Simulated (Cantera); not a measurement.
Charge: 1 mol Si2Cl6, 2.8 mol NH3, equilibrated at 62.0 Pa.

Cantera equilibrium calculation (NASA polynomials, part measured and part estimated; ideal gas, pure solids and liquids). Candidate condensed phases: NH4Cl, Si, Si3N4; 28 gas species. The feed counts by its element totals alone. The tables' values for SiCl3, SiCl, SiN are old estimates; treat these amounts as uncertain. Equilibrium is a limit: real reactors are often held back by kinetics, nucleation or transport.

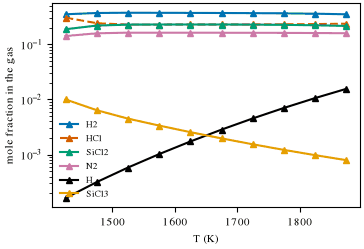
Fig. 1. Equilibrium gas composition (values under 1e-9 drawn at 1e-9)

Task: Read off the mole fractions at 1675 K.

Result: H2 about 0.37, HCl about 0.23, SiCl2 about 0.23, N2 about 0.16, H about 0.0028, SiCl3 about 0.0020.
